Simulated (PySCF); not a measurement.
# C$_{2}$H$_{8}$FPSi$_{2}$: what the fields show

```xyz
14

C    -2.5480   -0.3787    0.3419
C    -1.9996    0.1572   -0.7379
Si   -0.1564    0.4666   -0.9749
Si    1.1029   -0.4404    0.7585
F     0.5541    0.1836    2.1540
P     3.3068   -0.0173    0.7999
H    -1.9550   -0.6886    1.1876
H    -3.6127   -0.5301    0.4380
H    -2.6519    0.4510   -1.5520
H     0.0438    1.9200   -1.1214
H     0.2404   -0.1274   -2.2635
H     0.9712   -1.8749    1.0316
H     3.1946    1.3097    0.4212
H     3.5089   -0.4310   -0.5051
```

Geometry: GFN2-xTB.

Method: PBE0/pcSseg-1, SCF density, gas phase, non-relativistic in PySCF.

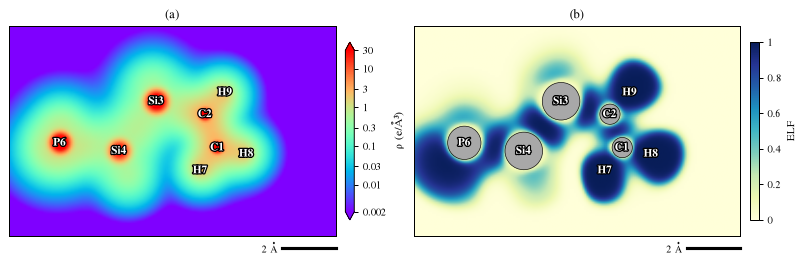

Figure 1. (a) electron density; (b) electron localisation function on the plane of atoms H7, C1 and H8. Grey discs cover the atomic cores in the ELF map.

> What does the map show?

- The section cuts through C, Si, P and H sites.
- C–C (1.32 Å): ρ at the midpoint is about 2.3 e/Å³; the ELF peaks at about 0.90 between the atoms (a multiple bond).
- C–Si (1.88 Å): the density is about 0.93 e/Å³ at the midpoint; the ELF peaks at about 0.95 between the atoms, as expected for a shared electron pair.
- Si–P (2.24 Å): the density is about 0.76 e/Å³ at the midpoint; the ELF peaks at about 0.95 between the atoms: localised, covalent bonding.
- Si–Si (2.33 Å): ρ at the midpoint is about 0.68 e/Å³; the ELF peaks at about 1 between the atoms: a covalent bond.
- C–H (1.08 Å): ρ at the midpoint is about 2 e/Å³; the ELF climbs to about 1 towards the hydrogen, as it does in any bond to H (a covalent bond by its length).
- The ELF also peaks beside P6, away from the bonds: lone-pair regions.

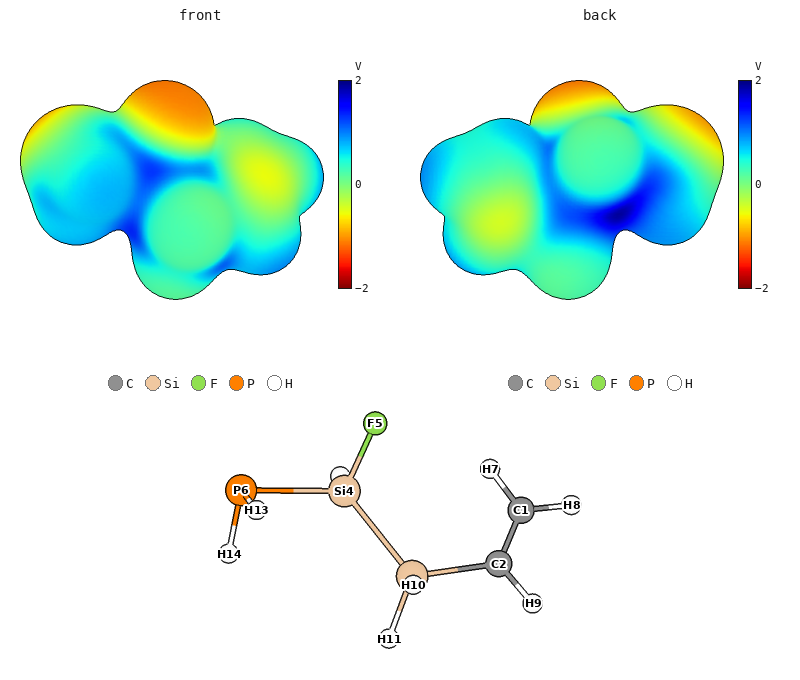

Figure 2. The molecular electrostatic potential painted on the density surface at 0.002 e/bohr³, seen from the front and from behind; the colour scale runs from red (negative) to blue (positive). The bare structure is drawn below in the same view.

> Where is the surface potential most negative and most positive?

The most negative region (about −1.1 V) lies over F5, the most positive (about +1.8 V) over Si4.

> What dipole moment does the calculation give?

Its dipole moment is 2.20 D.
